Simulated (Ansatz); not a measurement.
# ZnWO4 (P2/c): G0W0 under other settings

A base run on ZnWO4 (P2/c), then changed inputs.

Main program and level: Ansatz 0.2.0; G0W0 on LDA, plane waves, PAW.

## (1) Set-up

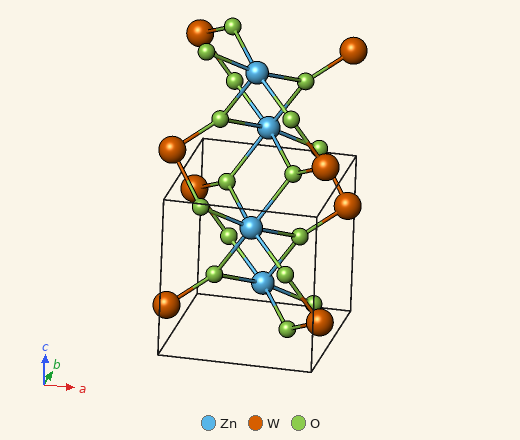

The cell as given, slightly off an axis (zinc blue, tungsten orange, oxygen green). 1×1×2 cells are drawn. Some periodic images of atoms are drawn too.

The cell and positions come from the Crystallography Open Database and are kept as given unless a step says otherwise. Spin-orbit coupling is left out unless a step names it. The default PAW set here is soft_2. Its files were made with PBE.

## (2) The base run: 2×2×2 mesh, 283 empty bands, screening to 96 eV

G0W0 replaces the xc potential by the self-energy, built once from these orbitals. Only a window of levels is corrected, while the sums run over the empty bands that the input names.

Contents of input.yaml:

```yaml
crystal:
  lattice:
    - [4.6986, 0.0, 0.0]
    - [0.0, 5.7293, 0.0]
    - [-0.052988409, 0.0, 4.9364156144]
  atoms:
    - { symbol: Zn, position: [0.5, 0.684, 0.25] }
    - { symbol: Zn, position: [0.5, 0.316, 0.75] }
    - { symbol: W, position: [0.0, 0.18258, 0.25] }
    - { symbol: W, position: [0.0, 0.81742, 0.75] }
    - { symbol: O, position: [0.2169, 0.1051, 0.9363] }
    - { symbol: O, position: [0.7831, 0.1051, 0.5637] }
    - { symbol: O, position: [0.7831, 0.8949, 0.0637] }
    - { symbol: O, position: [0.2169, 0.8949, 0.4363] }
    - { symbol: O, position: [0.2565, 0.3777, 0.3996] }
    - { symbol: O, position: [0.7435, 0.3777, 0.1004] }
    - { symbol: O, position: [0.7435, 0.6223, 0.6004] }
    - { symbol: O, position: [0.2565, 0.6223, 0.8996] }
kpoints:
  mp_grid: { grid: [2, 2, 2] }
hamiltonian:
  xc: lda
scf:
  occupations: { method: fixed }
gw:
  n_empty_bands: 283
  ecut_chi: 96
  qp_bands: [v4, c4]
  qp_kpoints: band_edges
  screening: { model: contour_deformation }
```

Run with:

```bash
ansatz run input.yaml --threads 3 --pin off --max-ram 92160MiB --backend cuda --events-out ev --progress --plain --runs-dir out --devices 1 --max-vram 13GiB
```

Numbers of over 12 decimals in the logs are rounded to 6 here.

What it wrote:

```text
GPUs: using 1 of 1 available (devices: 1).
Engine: ansatz 0.2.0, x86_64-unknown-linux-gnu
Pseudopotentials: kind: paw
Pseudopotential: Zn, paw, valence charge 12, recommended cutoff 420 eV (normal), Zn.paw.azcp
Pseudopotential: W, paw, valence charge 14, recommended cutoff 420 eV (normal), W.paw.azcp
Pseudopotential: O, paw, valence charge 6, recommended cutoff 420 eV (normal), O.paw.azcp
Functional definition: SPW92
  exchange = slater_x
  correlation = pw_c
device memory: the entry about to start is reckoned to put 2.5 GiB on a device that reports 58.7 GiB free (of which the cap on the GPU budget leaves the run 13.0 GiB)
GPU FFT provider: cuFFT
GPU libraries: cuBLAS 13.8.2, cuFFT 12.4.0, cuSOLVER 12.3.4
Crystal: 12 atoms, lattice volume = 132.887 Å³
Basis set: ecut = 420 eV, 2605 PW (Γ)
Bands: 62, of which v1, the nominal top of the filled ones, is band 50 counted from 1 (49 counted from 0)
Symmetry: 4 space group operations
Space group: P2/c (ITA 13), of the structure as read, at distance tolerance 5.1e-5 Å
k-points: 8
Non-local potential: Zn, projectors of the file, l = 0: 2, l = 1: 2, l = 2: 3, l = 3: 1
Non-local potential: W, projectors of the file, l = 0: 3, l = 1: 2, l = 2: 2, l = 3: 1
Non-local potential: O, projectors of the file, l = 0: 2, l = 1: 2, l = 2: 1
PAW form: soft (Blöchl's): semilocal exchange-correlation on the pseudo side does not see the compensation charge
PAW frozen core: Zn, regenerated for the run's functional, and the local potential with it (the file was generated under x = pbe(κ = 0.804, μ = 0.219515), c = pbe(β = 0.066725))
PAW frozen core: W, regenerated for the run's functional, and the local potential with it (the file was generated under x = pbe(κ = 0.804, μ = 0.219515), c = pbe(β = 0.066725))
PAW frozen core: O, regenerated for the run's functional, and the local potential with it (the file was generated under x = pbe(κ = 0.804, μ = 0.219515), c = pbe(β = 0.066725))
PAW one-centre angular grid: Zn, 590 points (default); XC on 64 Gauss nodes
PAW one-centre angular grid: W, 590 points (default); XC on 64 Gauss nodes
PAW one-centre angular grid: O, 110 points (default); XC on 64 Gauss nodes
Initial density: superposition of atomic densities (neutral atoms: chi_scale 0, normalization atom), corrected by the library's trained network
Initial wavefunctions: pseudopotential atomic-orbital guess
GPU buffer pool allocated for 46080 grid points (all kernels)
GPU transforms: local potential and band sums: pruned to the plane-wave sphere, on 32×40×36
Functional: x = slater, c = lda
SCF iter   1: F=—  HF=-31197.930674 eV  |F-HF|=—  |Δ(HF+E_count)|=         —  Δρ=2.17e-2  dr2=5.79e-1  ethr=1.77e-3  ⟨swp⟩=5.0  Hψ=1835  notcnv=0  defer=73
[...]
NSCF: frozen V_eff on 1 k-points
SCF converged after 9 iterations
Free energy (F): -31197.801913 eV
Harris-Foulkes:  -31197.801913 eV  (|F-HF|=6.95e-9)
Internal energy: -31197.801913 eV  (E = F + TS)
E sigma→0 (E₀):  -31197.801913 eV
Fermi energy:    8.212324 eV
--- Per-component energies (eV) ---
  E_band       = -417.523086
  E_kinetic    = 2543.678651
  E_local      = -7885.404628  (includes V_loc(G=0)·N_el)
  E_nonlocal   = 1653.961582
  E_hartree    = 2978.256171
  E_xc         = -1370.886653
  E_vxc        = -1317.757234  (∫ρ·V_xc dr)
  E_paw        = -21318.807410  (= ΣΔE_a)
  E_vpaw       = -1368.536866  (= ΣTr[D̂ρ^β])
  E_aug_tail   = 0.019123  (compensation charges beyond the density's cutoff)
  E_ewald      = -7803.074710
  E_core_change = 4.455960  (= ΣΔE_core)
  E_smearing   = -0.000000  (= −TS)
  E_closure    = 0.000000  (closes the sum)
  Σ components = -31197.801913   (vs F -31197.801913, Δ=0.00e0)
--- Band table (eV; the first three rows and the last of 8) ---
  k-point 0: bands = [... 46 lower, 7.5157, 7.8592, 7.9338, 7.9608, 11.5264, 11.9836, 12.0145, 12.0257, ... 8 higher]
  k-point 1: bands = [... 46 lower, 7.6912, 7.6912, 8.0973, 8.0973, 11.5681, 11.5681, 12.0129, 12.0129, ... 8 higher]
  k-point 2: bands = [... 46 lower, 7.5706, 7.7000, 7.7072, 8.2123, 11.0606, 11.9877, 12.1259, 12.3384, ... 8 higher]
  k-point 7: bands = [... 46 lower, 7.3419, 7.3419, 7.8717, 7.8717, 11.8401, 11.8401, 12.0884, 12.0884, ... 8 higher]
--- G₀W₀: contour deformation, 6 samples at zero and on the imaginary axis and 1 off it, 8 q-points, 283 empty bands' worth ---
  eigenvalues of the whole cell's RPA ε∞ on this k-mesh (on a slab, of 1 + 4πα/V) = 5.1506, 5.2016, 5.8688; static W/v taken at q = 0 is 0.184505
  bands read: the sum over 333 bands ends inside a degenerate multiplet in 4 slots, whose members it reads at an even weight; the widest, k=1: bands 333 to 334 (counted from 1) at 1/2 each
  gw.qp_kpoints: band_edges: 8 of 8 stored k-points solved, in 1 pass; an edge of the gap read off the rows below is read off those points alone
    ik  band        ε_KS         Σx   Σc(E_QP)       V_xc       Z   E_QP_lin       E_QP  E_QP is
     0    47      7.5157   -27.9917     5.0668   -22.5537  0.7325     7.1419     7.1445  root
     0    48      7.8592   -29.7649     5.0221   -24.3443  0.7422     7.4582     7.4607  root
     0    49      7.9338   -26.4011     4.9166   -21.2628  0.7326     7.7112     7.7121  root
     0    50      7.9608   -27.6682     4.9200   -22.4728  0.7386     7.6841     7.6854  root
     0    51     11.5264   -15.6583    -4.0544   -21.0224  0.7764    12.8609    12.8361  root
     0    52     11.9836   -16.2701    -4.4369   -22.0507  0.7700    13.3582    13.3273  root
     0    53     12.0145   -17.6677    -4.2018   -23.1859  0.7632    13.3619    13.3309  root
     0    54     12.0257   -16.5348    -4.3773   -22.2931  0.7647    13.4405    13.4068  root
[...]
7    51     11.8401   -15.7230    -4.6040   -21.6520  0.7728    13.1948    13.1651  root
     7    52     11.8401   -15.7230    -4.6040   -21.6520  0.7728    13.1948    13.1651  root
     7    53     12.0884   -16.6262    -4.2913   -22.2126  0.7684    13.4128    13.3835  root
     7    54     12.0884   -16.6262    -4.2913   -22.2126  0.7684    13.4128    13.3835  root
```

Elapsed: 8.9 s, on 1 × NVIDIA H100 80GB HBM3 (shared by 6 runs) with 3 threads of AMD EPYC 7R13 (Zen 3), shared host; peak memory 1.3 GiB.

This step gave:

```
bands summed                                 : 333
RPA ε∞ on this mesh (eigenvalues)            : 5.151, 5.202, 5.869
plane waves in the screening matrix          : 277
q-points in the mesh                         : 8
G0W0 gap on the mesh                         : 4.469 eV
k of the valence top                         : 0, -0.5, 0
k of the conduction bottom                   : 0, -0.5, 0
starting gap on the mesh                     : 2.848 eV
Z at the valence top                         : 0.7430
Z at the conduction bottom                   : 0.7832
least direct G0W0 gap on the computed points : 4.469 eV
```

The gap on the mesh goes from 2.85 eV to 4.47 eV, a correction of +1.62 eV. Between the two edge states, bare exchange in place of the xc potential would open the gap by 11.13 eV, and correlation takes back 9.51 eV.

## (3) Variant: guard bands

input.yaml: that of step 2 with these lines changed.

```diff
@@ -25,4 +25,4 @@
 gw:
-  n_empty_bands: 283
-  ecut_chi: 96
+  n_empty_bands: 215
+  ecut_chi: 80
   qp_bands: [v4, c4]
@@ -30 +30,2 @@
   screening: { model: contour_deformation }
+  n_guard_bands: 12
```

What it wrote:

```text
GPUs: using 1 of 1 available (devices: 1).
[...]
GPU FFT provider: cuFFT
GPU libraries: cuBLAS 13.8.2, cuFFT 12.4.0, cuSOLVER 12.3.4
Crystal: 12 atoms, lattice volume = 132.887 Å³
Basis set: ecut = 420 eV, 2605 PW (Γ)
Bands: 62, of which v1, the nominal top of the filled ones, is band 50 counted from 1 (49 counted from 0)
[... 1 set-up line as in the run before ...]
[...]
k-points: 8
[...]
GPU buffer pool allocated for 46080 grid points (all kernels)
[...]
SCF iter   1: F=—  HF=-31197.930674 eV  |F-HF|=—  |Δ(HF+E_count)|=         —  Δρ=2.17e-2  dr2=5.79e-1  ethr=1.77e-3  ⟨swp⟩=5.0  Hψ=1835  notcnv=0  defer=73
[...]
SCF iter   9: F=-31197.801913 eV  HF=-31197.801913 eV  |F-HF|=6.95e-9  |Δ(HF+E_count)|=   3.85e-8  Δρ=4.34e-6  dr2=3.36e-8  ethr=1.00e-10  ⟨swp⟩=10.1  Hψ=1656  notcnv=0
SCF 1 converged in 9 iterations: F = -31197.801913 eV  dr2 = 3.36e-8
[...]
NSCF: frozen V_eff on 8 k-points
[...]
G₀W₀ screening: q 1/8
[... further progress lines ...]
[...]
SCF converged after 9 iterations
Free energy (F): -31197.801913 eV
[...]
Internal energy: -31197.801913 eV  (E = F + TS)
E sigma→0 (E₀):  -31197.801913 eV
Fermi energy:    8.212324 eV
[...]
--- Band table (eV; the first three rows and the last of 8) ---
  k-point 0: bands = [... 46 lower, 7.5157, 7.8592, 7.9338, 7.9608, 11.5264, 11.9836, 12.0145, 12.0257, ... 8 higher]
  k-point 1: bands = [... 46 lower, 7.6912, 7.6912, 8.0973, 8.0973, 11.5681, 11.5681, 12.0129, 12.0129, ... 8 higher]
  k-point 2: bands = [... 46 lower, 7.5706, 7.7000, 7.7072, 8.2123, 11.0606, 11.9877, 12.1259, 12.3384, ... 8 higher]
  k-point 7: bands = [... 46 lower, 7.3419, 7.3419, 7.8717, 7.8717, 11.8401, 11.8401, 12.0884, 12.0884, ... 8 higher]
[...]
0    47      7.5157   -27.9917     5.1205   -22.5537  0.7347     7.1963     7.1982  root
     0    48      7.8592   -29.7649     5.0730   -24.3443  0.7443     7.5096     7.5116  root
     0    49      7.9338   -26.4011     4.9947   -21.2628  0.7347     7.7898     7.7902  root
     0    50      7.9608   -27.6682     4.9912   -22.4728  0.7407     7.7559     7.7566  root
     0    51     11.5264   -15.6583    -3.9606   -21.0224  0.7780    12.9589    12.9298  root
     0    52     11.9836   -16.2701    -4.3321   -22.0507  0.7720    13.4689    13.4322  root
     0    53     12.0145   -17.6677    -4.1036   -23.1859  0.7654    13.4657    13.4292  root
     0    54     12.0257   -16.5348    -4.2761   -22.2931  0.7666    13.5476    13.5079  root
[...]
7    51     11.8401   -15.7230    -4.5057   -21.6520  0.7745    13.2983    13.2634  root
     7    52     11.8401   -15.7230    -4.5057   -21.6520  0.7745    13.2983    13.2634  root
     7    53     12.0884   -16.6262    -4.1941   -22.2126  0.7703    13.5152    13.4806  root
     7    54     12.0884   -16.6262    -4.1941   -22.2126  0.7703    13.5152    13.4806  root
```

Run time: 11 s. Hardware: 1 × NVIDIA H100 80GB HBM3 (shared by 6 runs) with 3 threads; peak memory 1.3 GiB; 18 s of CPU time.

The G0W0 gap on the mesh is 4.512 eV.

Against the base:

```
              setting  base  variant
          empty bands   283      215
screening cutoff (eV)    96       80
        n guard bands     -       12
```

```
                                    quantity  variant   base
                    starting gap on the mesh    2.848  2.848
                        G0W0 gap on the mesh    4.512  4.469
least direct G0W0 gap on the computed points    4.512  4.469
                        Z at the valence top    0.745  0.743
                  Z at the conduction bottom    0.785  0.783
```

## (4) Variant: larger pair-density box

input.yaml: that of step 3 with these lines changed.

```diff
@@ -25,4 +25,4 @@
 gw:
-  n_empty_bands: 215
-  ecut_chi: 80
+  n_empty_bands: 301
+  ecut_chi: 100
   qp_bands: [v4, c4]
@@ -30,2 +30,2 @@
   screening: { model: contour_deformation }
-  n_guard_bands: 12
+  ecutfock_ratio: 2
```

What it wrote:

```text
GPUs: using 1 of 1 available (devices: 1).
[...]
GPU FFT provider: cuFFT
GPU libraries: cuBLAS 13.8.2, cuFFT 12.4.0, cuSOLVER 12.3.4
Crystal: 12 atoms, lattice volume = 132.887 Å³
Basis set: ecut = 420 eV, 2605 PW (Γ)
Bands: 62, of which v1, the nominal top of the filled ones, is band 50 counted from 1 (49 counted from 0)
[... 1 set-up line as in the run before ...]
[...]
k-points: 8
[...]
GPU buffer pool allocated for 46080 grid points (all kernels)
[...]
SCF iter   1: F=—  HF=-31197.930674 eV  |F-HF|=—  |Δ(HF+E_count)|=         —  Δρ=2.17e-2  dr2=5.79e-1  ethr=1.77e-3  ⟨swp⟩=5.0  Hψ=1835  notcnv=0  defer=73
[...]
SCF iter   9: F=-31197.801913 eV  HF=-31197.801913 eV  |F-HF|=6.95e-9  |Δ(HF+E_count)|=   3.85e-8  Δρ=4.34e-6  dr2=3.36e-8  ethr=1.00e-10  ⟨swp⟩=10.1  Hψ=1656  notcnv=0
SCF 1 converged in 9 iterations: F = -31197.801913 eV  dr2 = 3.36e-8
[...]
G₀W₀ screening: q 1/8
[... further progress lines ...]
[...]
SCF converged after 9 iterations
Free energy (F): -31197.801913 eV
[...]
Internal energy: -31197.801913 eV  (E = F + TS)
E sigma→0 (E₀):  -31197.801913 eV
Fermi energy:    8.212324 eV
[...]
--- Band table (eV; the first three rows and the last of 8) ---
  k-point 0: bands = [... 46 lower, 7.5157, 7.8592, 7.9338, 7.9608, 11.5264, 11.9836, 12.0145, 12.0257, ... 8 higher]
  k-point 1: bands = [... 46 lower, 7.6912, 7.6912, 8.0973, 8.0973, 11.5681, 11.5681, 12.0129, 12.0129, ... 8 higher]
  k-point 2: bands = [... 46 lower, 7.5706, 7.7000, 7.7072, 8.2123, 11.0606, 11.9877, 12.1259, 12.3384, ... 8 higher]
  k-point 7: bands = [... 46 lower, 7.3419, 7.3419, 7.8717, 7.8717, 11.8401, 11.8401, 12.0884, 12.0884, ... 8 higher]
[...]
0    47      7.5157   -27.9917     5.0536   -22.5537  0.7321     7.1285     7.1313  root
     0    48      7.8592   -29.7649     5.0074   -24.3443  0.7418     7.4433     7.4460  root
     0    49      7.9338   -26.4011     4.8988   -21.2628  0.7322     7.6933     7.6943  root
     0    50      7.9608   -27.6682     4.9035   -22.4728  0.7382     7.6675     7.6689  root
     0    51     11.5264   -15.6583    -4.0765   -21.0224  0.7761    12.8379    12.8140  root
     0    52     11.9836   -16.2701    -4.4606   -22.0507  0.7696    13.3334    13.3036  root
     0    53     12.0145   -17.6677    -4.2225   -23.1859  0.7628    13.3401    13.3102  root
     0    54     12.0257   -16.5348    -4.4005   -22.2931  0.7643    13.4160    13.3835  root
[...]
7    51     11.8401   -15.7230    -4.6268   -21.6520  0.7724    13.1708    13.1423  root
     7    52     11.8401   -15.7230    -4.6268   -21.6520  0.7724    13.1708    13.1423  root
     7    53     12.0884   -16.6262    -4.3111   -22.2126  0.7680    13.3920    13.3637  root
     7    54     12.0884   -16.6262    -4.3111   -22.2126  0.7680    13.3920    13.3637  root
```

It took 9.8 s on 1 × NVIDIA H100 80GB HBM3 (shared by 6 runs) with 3 threads; peak memory 1.3 GiB; 19 s of CPU time.

The G0W0 gap on the mesh is 4.464 eV.

Against the base:

```
              setting  base  variant
          empty bands   283      301
screening cutoff (eV)    96      100
       ecutfock ratio     -        2
```

```
                                    quantity  variant   base
                    starting gap on the mesh    2.848  2.848
                        G0W0 gap on the mesh    4.464  4.469
least direct G0W0 gap on the computed points    4.464  4.469
                        Z at the valence top    0.743  0.743
                  Z at the conduction bottom    0.783  0.783
```

## (5) Results

* base: 4.47 eV, 8.9 s
* guard bands: 4.51 eV, 11 s
* larger pair-density box: 4.46 eV, 9.8 s

In words: Guard bands: the gap moves by +0.04 eV. The variant differs from the base in empty bands, screening cutoff and n guard bands together, so the change can't be laid to one of them. Larger pair-density box: the gap moves by −0.005 eV. The variant differs from the base in empty bands, screening cutoff and ecutfock ratio together, so the change can't be laid to one of them. All runs here use a coarse mesh and modest cutoffs; they test settings and are not final values. The 2×2×2 mesh is coarse for this cell (its supercell is 9 Å along the shortest edge). The RPA ε∞ on it, from the LDA start, is 5.15, 5.20 and 5.87; such meshes misread the long-range screening, most where the gap is narrow. A d shell, filled or nearly so, lies near the gap. One-shot GW converges very slowly in bands there, not always from below, and on a semilocal start the gap tends to come out low; starts rich in exact exchange can overshoot instead. The many-body steps are scalar-relativistic: spin-orbit coupling is not in them.

[Paths, hosts, dates, memory and timing lines, banners, echoed tables and standing remarks are left out of the program output.]

[Logs are printed without paths, hosts, clocks, repeated set-up lines and the standing remarks that a program may print on its own settings, such as how far it seeks lower states.]

[Runs of the session that timed out or met a known fault of the program may be left out.]

[Cells called generated may have been cut or substituted from an entry of the Crystallography Open Database or the Materials Project.]

[Hosts, paths, dates, database ids (printed as entryN), source tags and the programs' standing remarks are cut or masked in the printed files.]
